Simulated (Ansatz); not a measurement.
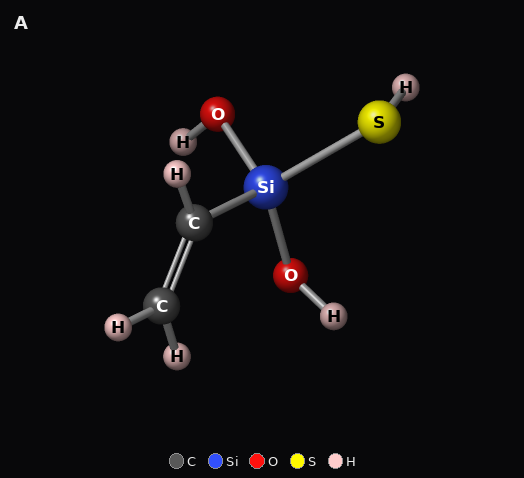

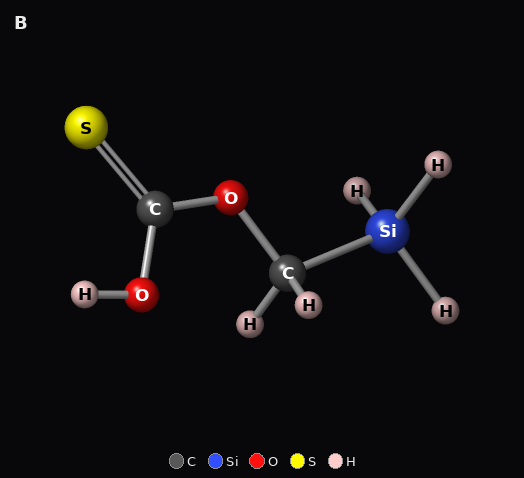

2 stationary structures of one formula. Geometries: PBE-D4/def2-SVP. Electronic energies: PBE-D4/def2-SVP (Ansatz 0.2.0), without zero-point energy. No frequency run is at hand to confirm each as a minimum. Each is one conformer, not always the lowest.

Rank them by energy, lowest first.

Answer. A is lowest; B lies 296.8 kJ/mol above it. A is `C=C[Si](O)(O)S`, B is `OC(=S)OC[SiH3]`.
